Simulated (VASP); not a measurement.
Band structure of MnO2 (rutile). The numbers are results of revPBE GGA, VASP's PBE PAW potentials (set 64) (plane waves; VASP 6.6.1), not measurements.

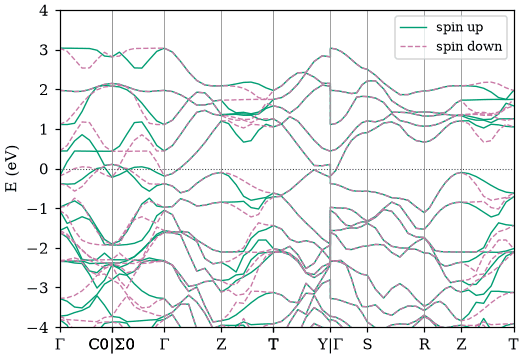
Figure. Bands along high-symmetry lines, zero at the valence-band maximum or, without a gap, the Fermi level

Q: Read the plot: is there a gap, and where are the band edges?

A: It has no gap at this level: it comes out as a metal or semimetal. (Edges off the drawn lines would not show.)

The compound is MnO2 in the rutile structure. It was relaxed first.
